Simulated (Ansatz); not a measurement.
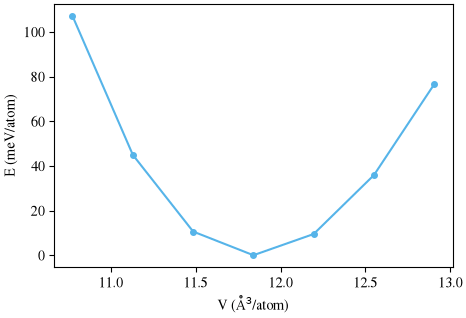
Figure. WO in space group Pm-3m (No. 221; W on 3c, O on 3d) under volume change, plane-wave PAW PBE (Ansatz code), scaled uniformly.

Question: What does a third-order Birch–Murnaghan fit give for V₀, B₀ and B′?

Answer: V₀ = 11.84 Å³/atom, B₀ = 301 GPa, B′ = 4.6.

The start of the workflow was typed in or built on a structure type; neither database checked (COD, Materials Project) lists it. Whether it is the stable phase at ambient conditions was not checked. Symmetry was held in the PBE relaxation; its stability against distortions is not shown here. The workflow began spin-polarised and lost its moments. No Hubbard U is applied. Scalar-relativistic: spin–orbit coupling is off unless named, which matters more the heavier the elements.

Potentials: the earlier of the program's two PAW sets.
